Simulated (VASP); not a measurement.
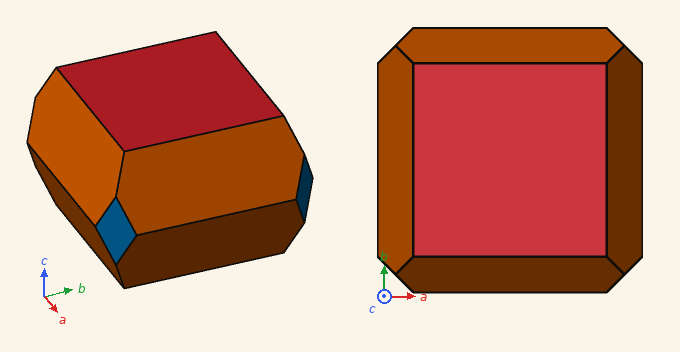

Two views of one computed crystal shape (BFDH rule; symmetry-equivalent faces share a colour; the right view looks down the c axis). A face and its opposite count as equivalent. Forms under 0.4 % of the area are left out.

### Which crystal system and Laue class does the shape show?

Tetragonal, Laue class 4/mmm. A BFDH shape is always centrosymmetric and shows few forms, so it can't tell the point group within that class, and the other Laue class of the same system could look alike. It was computed for Pd2SBr2 in I4/mmm, with forms {101}, {002} and {110}.

Note: a generated structure, not necessarily stable.
